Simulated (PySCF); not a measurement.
C4H6Se, SMILES C=C/C=C\[SeH] at its GFN2-xTB optimised geometry (Å):

```
11

C      2.6130    -0.5995     0.0000
C      1.2837    -0.5995     0.0000
C      0.4707     0.5887     0.0000
C     -0.8657     0.5857     0.0000
Se    -1.9260    -0.9916     0.0003
H      3.1751     0.3201     0.0000
H      3.1831    -1.5119     0.0002
H      0.7360    -1.5390     0.0001
H      0.9893     1.5390    -0.0002
H     -1.4388     1.5004     0.0000
H     -3.1831    -0.2767    -0.0003
```

Computed with B3LYP/def2-TZVP (PySCF). Cells within 0.4 Å of a nucleus heavier than hydrogen are left out (blank, or x).

Map of the deformation density (molecule minus spherical neutral atoms) (e/bohr³) on the plane z = 0.0 Å:

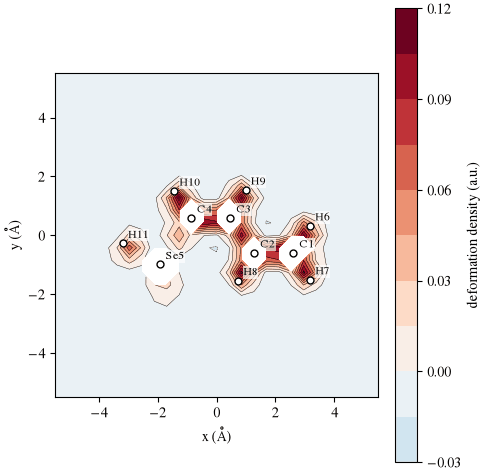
Figure: Deformation density (molecule minus spherical neutral atoms) (e/bohr³) on the plane z = 0.0 Å.
